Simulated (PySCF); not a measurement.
CH7B2OP (SMILES BOB(C)P)

```json
{"atom": "B", "x (Å)": "0.4619", "y (Å)": "2.2586", "z (Å)": "0.4150"}
{"atom": "O", "x (Å)": "0.2136", "y (Å)": "0.9844", "z (Å)": "0.3348"}
{"atom": "B", "x (Å)": "-0.0335", "y (Å)": "-0.2881", "z (Å)": "0.2627"}
{"atom": "C", "x (Å)": "-1.4232", "y (Å)": "-0.8427", "z (Å)": "-0.2890"}
{"atom": "P", "x (Å)": "1.2954", "y (Å)": "-1.5235", "z (Å)": "0.9714"}
{"atom": "H", "x (Å)": "0.1723", "y (Å)": "2.8419", "z (Å)": "1.3978"}
{"atom": "H", "x (Å)": "0.9720", "y (Å)": "2.8045", "z (Å)": "-0.4977"}
{"atom": "H", "x (Å)": "-1.9877", "y (Å)": "-1.3040", "z (Å)": "0.5200"}
{"atom": "H", "x (Å)": "-2.0398", "y (Å)": "-0.0550", "z (Å)": "-0.7158"}
{"atom": "H", "x (Å)": "-1.2856", "y (Å)": "-1.6115", "z (Å)": "-1.0466"}
{"atom": "H", "x (Å)": "1.2595", "y (Å)": "-2.4173", "z (Å)": "-0.0837"}
{"atom": "H", "x (Å)": "2.3966", "y (Å)": "-0.8479", "z (Å)": "0.4697"}
```

Geometry: GFN2-xTB.

Computed with PBE0/pcSseg-1, SCF density, gas phase, non-relativistic in PySCF 2.14.0.

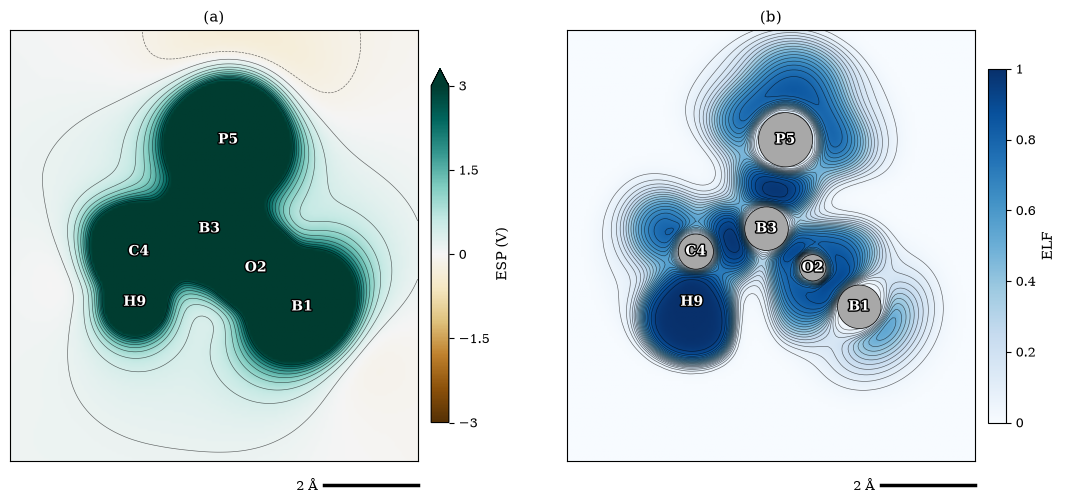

Figure 1. (a) molecular electrostatic potential; (b) ELF on the plane of atoms O2, B3 and P5. Grey discs cover the atomic cores in the ELF map.

What does the map show?

The plane passes through B, O, C, P and H nuclei. B–O (1.30 Å): the ELF peaks at about 0.90 between the atoms; a short, strongly polar bond. C–B (1.59 Å): the ELF peaks at about 1 between the atoms: a shared electron pair. B–P (1.95 Å): the ELF peaks at about 1 between the atoms; a covalent bond. C–H (1.09 Å): the ELF climbs to about 1 towards the hydrogen, as it does in any bond to H (an ordinary covalent bond to hydrogen). The ELF also peaks beside P5, away from the bonds: lone-pair regions. Outside the dense part of the molecule the potential is most negative (−0.3 V) near P5.

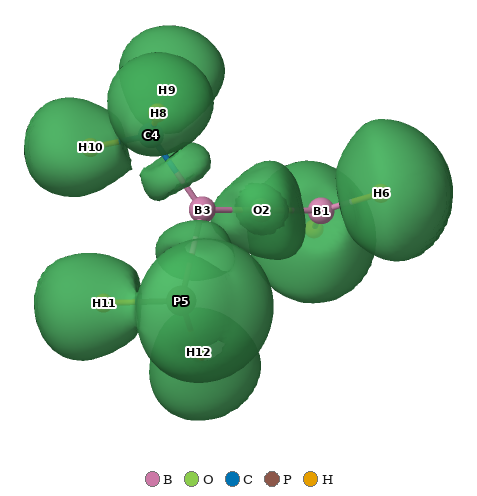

Figure 2. Isosurface of the electron localisation function at 0.75 (green), seen at a tilt. Core shells and regions of very low density are left out.

Identify the bonds, lone pairs and shells in this picture.

The surface consists of one region between bonded B–C atoms (shared pairs), five regions around hydrogen nuclei, one region on O in which the atom's valence shell and bonds are merged and one joined region spread over several atoms (H, P), in which their bonds and any lone pairs are merged.

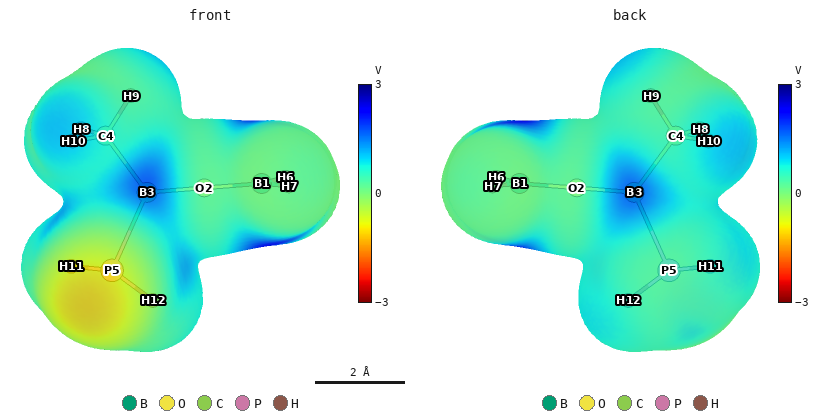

Figure 3. The molecular electrostatic potential painted on the density surface at 0.004 e/bohr³, seen from the front and from behind; the colour scale runs from red (negative) to blue (positive).

Where is the surface potential most negative and most positive?

The most negative region (about −1.2 V, or −28 kcal/mol for a unit charge) lies over P5, the most positive (about +2.1 V, or +48 kcal/mol for a unit charge) over B1.

What dipole moment does the calculation give?

Its dipole moment is 1.25 D.
